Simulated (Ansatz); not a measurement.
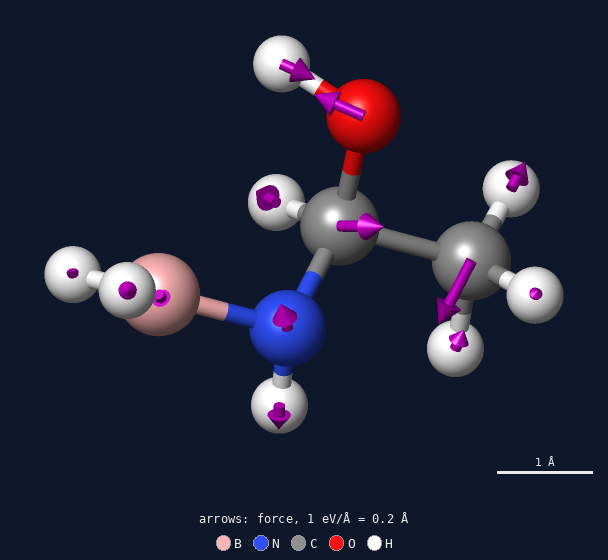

Starting geometry of C2H8BNO (coarse preliminary run) with the computed forces as purple arrows. The picture is a ball-and-stick view, seen from a free direction.

The start comes from a force field.

Method: Ansatz, RKS PBE-D4/def2-SVP.

The input:
```yaml
crystal:
  periodic: [false, false, false]
  atoms:
    - {symbol: B, position_ang: [-0.644300, 1.598200, 1.087400]}
    - {symbol: N, position_ang: [-0.454200, 0.138400, 0.909700]}
    - {symbol: C, position_ang: [0.179900, -0.145200, -0.384100]}
    - {symbol: C, position_ang: [0.350300, -1.647000, -0.591900]}
    - {symbol: O, position_ang: [1.529900, 0.343700, -0.372100]}
    - {symbol: H, position_ang: [-0.221300, 2.233000, 1.992100]}
    - {symbol: H, position_ang: [-1.335400, 2.232200, 0.301700]}
    - {symbol: H, position_ang: [-1.360500, -0.283300, 0.895000]}
    - {symbol: H, position_ang: [-0.364200, 0.304100, -1.180700]}
    - {symbol: H, position_ang: [0.805500, -1.878800, -1.517000]}
    - {symbol: H, position_ang: [0.812800, -2.144300, 0.268600]}
    - {symbol: H, position_ang: [-0.729500, -2.074000, -0.630000]}
    - {symbol: H, position_ang: [1.451500, 1.288300, -0.763900]}
basis:
  gaussian: {orbitals: def2-SVP}
hamiltonian: {xc: pbe, dispersion: d4}
relax: {f_tol: 0.03, max_steps: 200}
```

Launched with:
```bash
ansatz run in.yaml --threads 4 --pin off --events-out ev --progress --plain --max-ram 10444MiB
```

### Is this structure relaxed? If not, where do the atoms go?

It isn't relaxed: the largest force vector, on C4, is 3.85 eV/Å. The final displacements have little in common with the starting forces (cosine between the two patterns −0.05). Over 22 accepted moves (23 points after the start) the energy falls by 2.081 eV. Largest force component: 3.6 eV/Å at the start, 0.0069 eV/Å at the end. The line search rejected the trial step at point 18 of the run. H8 moves most after the best rigid fit: 1.79 Å. Largest moves by element: H 1.79 Å, N 0.45 Å, B 0.43 Å, O 0.40 Å, C 0.29 Å. Among the contacts that change: B1–N2 1.483 → 1.398 Å, C4–H12 1.162 → 1.106 Å, C3–H9 1.064 → 1.116 Å, C4–H10 1.057 → 1.107 Å. Bond angles that change, for instance: B1–N2–C3 110.6° → 127.4°, B1–N2–H8 107.5° → 120.3°, H6–B1–H7 114.5° → 122.3°. Groups turn about C3–O5 by about 30°. Cost: 26 s on 4 threads of Arm Neoverse V2, with other jobs on the host.
